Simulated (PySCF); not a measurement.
System: C5H7FOS.

Input

```
{"job": {"kind": "nmr", "xc": "PBE0", "basis": "pcSseg-1", "pop": false}, "charge": 0, "multiplicity": 1}
O      1.714600    -1.533000    -1.219500
C      1.168000    -0.617200    -0.674400
C      1.725800     0.072100     0.553000
S      0.673600     1.494400     0.935800
C     -0.754000     0.763700     0.038800
C     -1.581800    -0.137600     0.949400
F     -0.895500    -1.278200     1.276500
C     -0.136400     0.010100    -1.126900
H      2.747400     0.408800     0.379900
H      1.726300    -0.629100     1.390600
H     -1.383100     1.594900    -0.280500
H     -2.501200    -0.457900     0.446000
H     -1.823800     0.371900     1.887200
H      0.115000     0.702500    -1.935100
H     -0.799400    -0.757300    -1.527700
```

Launched as:

```sh
OMP_NUM_THREADS=1 python probes_run.py task.json out
```

Geometry: GFN2-xTB, NEB image 0 of 0 to 8.

Theory: PBE0/pcSseg-1, SCF density, gas phase, non-relativistic (PySCF).

Question: What can the converged electron density and electron localisation function tell about the bonding?

Answer: C–O (1.20 Å): ρ is about 3.4 e/Å³ halfway; the ELF peaks at about 0.85 between the atoms: a short, multiple covalent bond.
C–C (1.51 Å): ρ at the midpoint is about 1.7 e/Å³; the ELF peaks at about 0.95 between the atoms (a shared electron pair).
C–S (1.81 Å): ρ at the midpoint is about 1.2 e/Å³; the ELF peaks at about 0.90 between the atoms (a covalent bond).

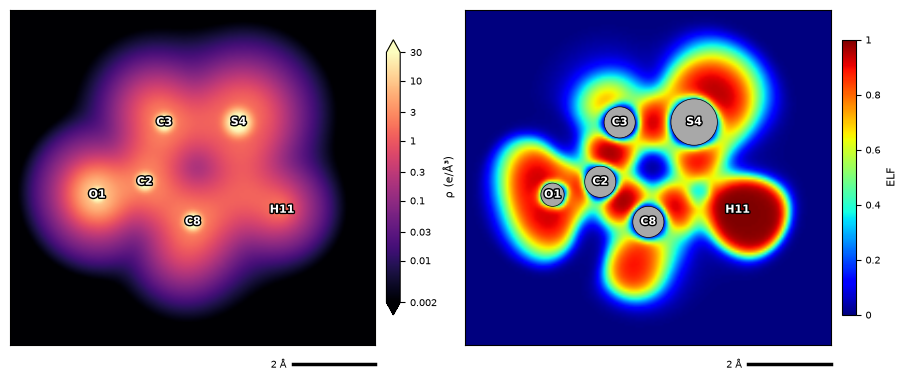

Computed electron density and electron localisation function on the plane of atoms O1, C2 and C8, in this order. Grey discs cover the atomic cores in the ELF map. 
